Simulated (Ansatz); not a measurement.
# Single-point calculation of CH5SSi (charge +1)

System: CH5SSi, charge +1.
Method: RKS PBE0-D4/def2-TZVPP (Ansatz 0.2.0).

The geometry comes from this level: PBE0-D4/def2-TZVP.

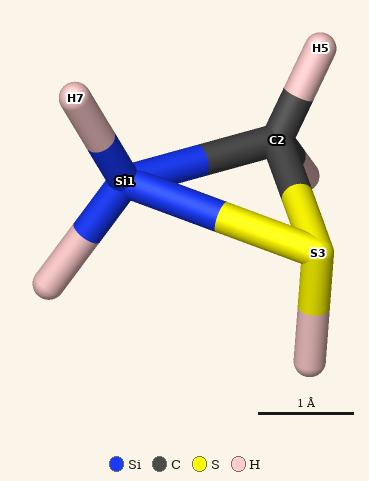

Figure 1. The structure (stick view, seen at a tilt; atoms are numbered from 1 in the order of the input). Bond lengths as drawn: C–H 1.09 Å, C–S 1.87 Å, C–Si 1.84 Å, H–S 1.35 Å, H–Si 1.47 Å and S–Si 2.24 Å.

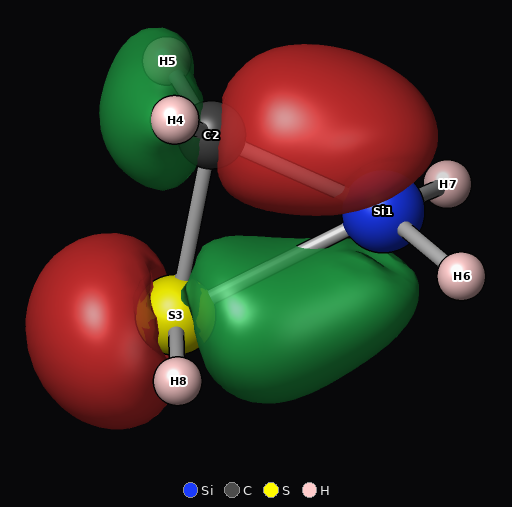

Figure 2. The HOMO at ±0.15 Å⁻³ᐟ² (green and red are the two phases), seen at an oblique angle. Its weight (Hirshfeld) is mainly on S3 (40 %), Si1 (25 %) and C2 (25 %). Its energy is −14.23 eV.

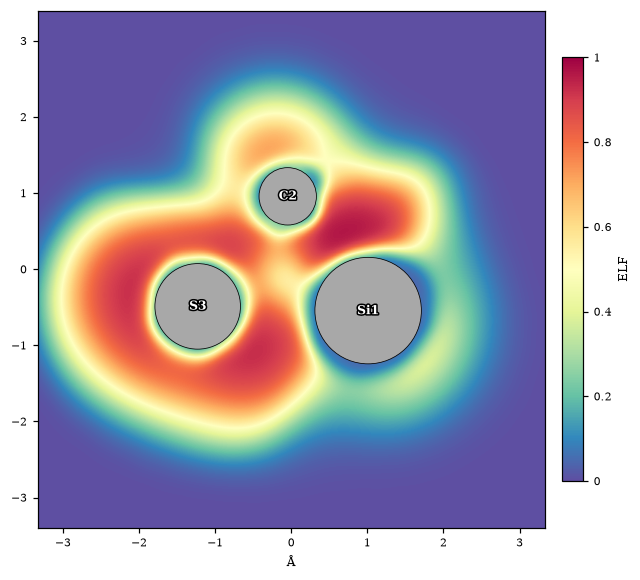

Figure 3. ELF on the plane of atoms Si1, S3 and C2. Grey discs, where drawn, cover atomic cores. C–Si (1.84 Å): the ELF peaks at about 0.95 between the atoms, as expected for localised, shared-pair bonding. C–S (1.87 Å): the ELF peaks at about 0.85 between the atoms (a covalent bond). Si–S (2.24 Å): the ELF peaks at about 0.80 between the atoms, as expected for localised, shared-pair bonding.

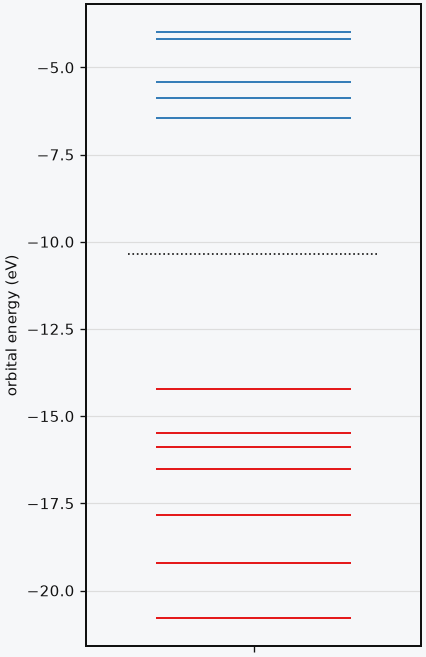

Figure 4. Orbital energies near the frontier; the dotted line parts filled from empty levels, and levels within 0.02 eV of each other stand side by side. Highest filled −14.23 eV, lowest empty −6.46 eV, 7.77 eV apart.

These pictures come from the run below.

**Input file**
```yaml
crystal:
  periodic: [false, false, false]
  atoms:
    - {symbol: Si, position_ang: [0.517893, 0.510794, 0.885167]}
    - {symbol: C, position_ang: [-0.508694, 0.321953, -0.625064]}
    - {symbol: S, position_ang: [0.664217, -1.132063, -0.630802]}
    - {symbol: H, position_ang: [-1.548533, 0.013649, -0.575951]}
    - {symbol: H, position_ang: [-0.286680, 0.937446, -1.493828]}
    - {symbol: H, position_ang: [-0.005654, -0.000627, 2.158799]}
    - {symbol: H, position_ang: [1.714595, 1.359373, 0.821484]}
    - {symbol: H, position_ang: [-0.116574, -1.994655, 0.053601]}
basis:
  gaussian: {orbitals: def2-TZVPP}
total_charge: 1
hamiltonian: {xc: pbe0, dispersion: d4}
output: {orbitals: {seedname: orbitals}}
```

Launched with:
```bash
ansatz run in.yaml --threads 2 --pin off --events-out ev --progress --plain --max-ram 4352MiB
```

**Log**
```
Functional definition: PBE0
  name "PBE0"
  cite "Adamo & Barone, J. Chem. Phys. 110, 6158 (1999) doi:10.1063/1.478522"
  cite "Perdew, Burke & Ernzerhof, Phys. Rev. Lett. 77, 3865 (1996) doi:10.1103/PhysRevLett.77.3865"
  parent pbe
  parameter a = 0.25
  parameter kappa = 0.804
  parameter beta = 0.06672455060314922
  exchange = (1 - a)*pbe_x(kappa = kappa, mu = beta*pi^2/3) + a*exact_x
  correlation = pbe_c(beta = beta)
1081 factors; their error is unknown
mean field evaluation 1: about -19806.9494 eV, gradient 6.4e1 eV
mean field evaluation 2: about -19797.3668 eV, gradient 8.1e1 eV
mean field evaluation 4: about -19816.2187 eV, gradient 3.3e0 eV
mean field evaluation 8: about -19816.2423 eV, gradient 4.6e-2 eV
mean field evaluation 16: about -19816.2632 eV, gradient 3.4e-5 eV
mean field -19816.26322190 eV, -728.2342414592 hartree, gradient 3.4e-5 eV, S^2 0.000000; 0 other end points of the search recorded, 0 dependent functions left out
reference -19816.26325216 eV, -728.2342425714 hartree; 20, 20 occupied and 165, 165 virtual orbitals, 1081 factors
Total energy: -19816.37852087 eV, -728.2384786180 hartree
```

**Summary**

| quantity | value |
| --- | --- |
| outcome | converged |
| total energy | −19816.3785 eV |
| mean-field energy | −19816.2633 eV |
| dispersion energy | −0.1153 eV |
| SCF solution under orbital rotations | stable |
| HOMO | −14.23 eV |
| LUMO | −6.46 eV |
| hardware | 2 threads of Arm Neoverse V2, 23 GiB of memory available, shared host |
| wall time | 2 s (CPU time 3.8 s) |
| peak memory | 0.34 GiB |
